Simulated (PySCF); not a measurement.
Frequency calculation, with input and output: RuO2H4

- system: RuO2H4
- method: RKS-based PBE0, Ru def2-TZVP with ECP28, O def2-TZVP, H def2-TZVP; non-relativistic Hamiltonian with a scalar-relativistic core potential; density fitting (PySCF 2.14.0)

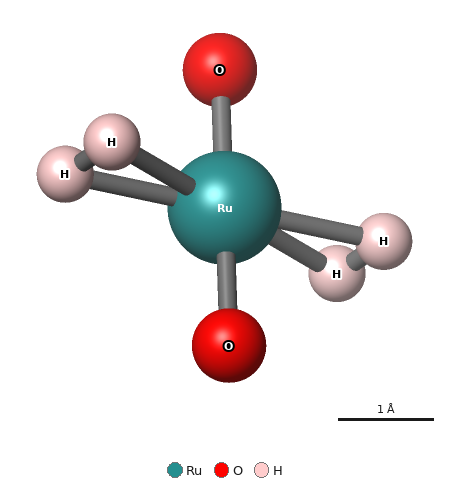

**Figure 1.** The structure as given in the input (ball-and-stick view, seen at a tilt). Sticks mark near contacts. Bond lengths as drawn: H–H 0.81 Å, H–Ru 1.85 Å and O–Ru 1.68 Å.

## Summary

```tsv
quantity	value
outcome	converged
total energy	−247.555831 hartree
HOMO	−7.62 eV
LUMO	−2.96 eV
zero-point energy	0.036722 hartree
dipole moment	0.00 D
wavenumbers, lowest and highest	116i and 3522 cm⁻¹
hardware	4 threads of Arm Neoverse V1, 24 GiB of memory available, shared host
wall time	48 s (CPU time 2.5 min)
peak memory	2 GiB
```

## The input
```python
from pyscf import gto, scf, dft
mol = gto.M(atom='''
Ru     0.000000     0.000000    -0.000000
O     -0.000000     1.684807     0.000000
O      0.000000    -1.684807    -0.000000
H      0.989201    -0.000000     1.561170
H     -0.989201     0.000000    -1.561170
H      1.561168     0.000000     0.989203
H     -1.561168    -0.000000    -0.989203''',
    basis={'Ru': 'def2-TZVP', 'O': 'def2-TZVP', 'H': 'def2-TZVP'},
    ecp={'Ru': 'def2-TZVP'},
    charge=0, spin=0)
mf = dft.RKS(mol, xc='PBE0')
mf.grids.atom_grid = (75, 302)
aux = {'Ru': 'def2-universal-JKFIT', 'O': 'def2-universal-JKFIT', 'H': 'def2-universal-JKFIT'}
mf = mf.density_fit(auxbasis=aux)
mf.conv_tol = 1e-09
mf.diis_space = 10
mf.max_cycle = 60
mf.verbose = 4
mf.kernel()
```

The script is an equivalent of the set-up of the self-consistent field. The run itself was carried out by a driver, which started from the orbitals of the step before it where there was one and computed the further properties.

Launch command:
```bash
OMP_NUM_THREADS=4 python axn.py task.json out
```

## The program's output
```
init E= -247.555830982708
  HOMO = -0.279861759705998  LUMO = -0.108951078414404  gap/eV = 4.65072
cycle= 1 E= -247.555830982692  delta_E= 1.67e-11  |g|= 1.04e-05  |ddm|= 5.75e-06
  HOMO = -0.27985912906755  LUMO = -0.108950070293652  gap/eV = 4.65067
cycle= 2 E= -247.555830982461  delta_E= 2.3e-10  |g|= 3.78e-05  |ddm|= 2.11e-05
  HOMO = -0.279861164066286  LUMO = -0.108950855808909  gap/eV = 4.65071
cycle= 3 E= -247.555830982708  delta_E= -2.47e-10  |g|= 2.83e-06  |ddm|= 1.67e-05
  HOMO = -0.279861192504328  LUMO = -0.108950865064408  gap/eV = 4.65071
cycle= 4 E= -247.55583098271  delta_E= -1.76e-12  |g|= 3.08e-08  |ddm|= 1.23e-06
  HOMO = -0.279861187400375  LUMO = -0.108950856717121  gap/eV = 4.65071
Extra cycle  E= -247.555830982711  delta_E= -1.08e-12  |g|= 4.08e-08  |ddm|= 5.24e-08
converged SCF energy = -247.555830982711
```

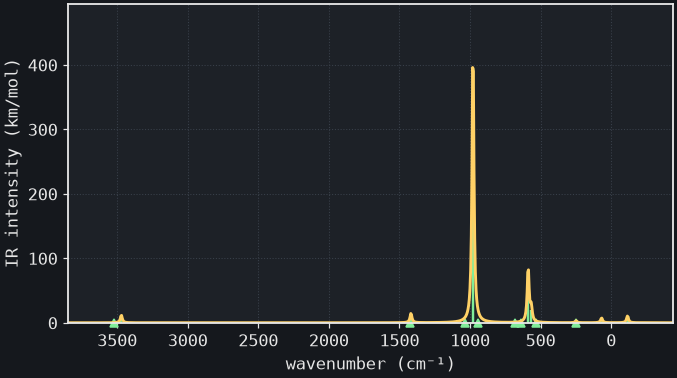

**Figure 2.** Harmonic infrared spectrum, unscaled: sticks (degenerate modes added up, dark ones marked on the axis) with a Lorentzian envelope of 16 cm⁻¹ full width, scaled to the tallest stick; imaginary modes are drawn at negative wavenumbers. 15 modes from 116i to 3522 cm⁻¹, 1 imaginary beyond 8i (116i cm⁻¹): a first-order saddle point, if the geometry is stationary. The strongest line is at 979 cm⁻¹ (396 km/mol). All modes, in cm⁻¹ (km/mol): 116i (9.7), 68 (6.9), 248 (2.7), 536 (0.0), 566 (20), 588 (78), 639 (0.0), 683 (0.0), 946 (0.0), 979 (396), 1032 (0.0), 1418 (13.5), 1422 (0.0), 3471 (11.1), 3522 (0.0).
